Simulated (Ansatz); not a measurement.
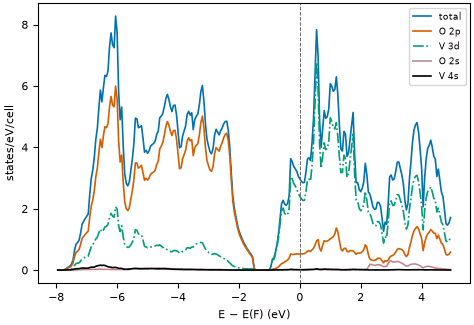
Fig. 1. Total and projected density of states of VO$_{2}$ (rutile, P4_2/mnm), plane-wave PAW PBE (Ansatz code)

Q: Which orbitals carry the states next to the Fermi level?

A: Within 0.5 eV of the Fermi level: V 3d 83 %, O 2p 16 %. Projections are on Löwdin-orthogonalised atomic valence shells; empty p or d shells of many metals are not among them.

Q: Where is the tallest occupied peak in this window, and what makes it?

A: Near -6.0 eV, about 8.3 states/eV per cell; the largest projected share is O 2p.

This is a known high-temperature phase of the composition, computed here at zero pressure and temperature. The PBE relaxation kept the symmetry of its start; whether a distortion lowers the energy is not shown. Spin order of the final state: ferromagnetic, chosen from 5 collinear starts compared on coarse meshes (ties went to the first, and starts can fall back to one state), not a proven ground state. No Hubbard U is applied. The compound may be a true metal, but semilocal functionals without U, or a wrong spin order, can also close a gap.

Potentials: the earlier of the program's two PAW sets.
